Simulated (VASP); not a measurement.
Data:

```
AuZn
1.0
    3.15850     0.00000     0.00000
    0.00000     3.15850     0.00000
    0.00000     0.00000     3.15850
Zn Au
1 1
Direct
  0.50000   0.50000   0.50000
  0.00000   0.00000   0.00000
```

These are optB86b-vdW, VASP's PBE PAW potentials (set 64) (plane waves; VASP 6.6.1) values and carry that method's errors. Run with 520 eV cut-off, 13×13×13 Γ-centred mesh, tetrahedra with Blöchl corrections, potentials Zn Au.

Unless said otherwise, spin-orbit coupling is left out, though it shifts the bands of the heavy elements here.

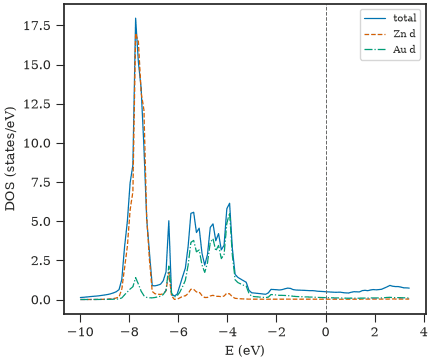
Figure: Total and projected density of states, zero at the Fermi level

Within 2 eV below the Fermi level the largest weight inside VASP's projection spheres is Au d, then Au p.

It has no gap at this level: it comes out as a metal or semimetal.

The compound is AuZn in the CsCl type structure. It was relaxed first. The electron count is odd and the run is not spin-polarised, which forces a metal.
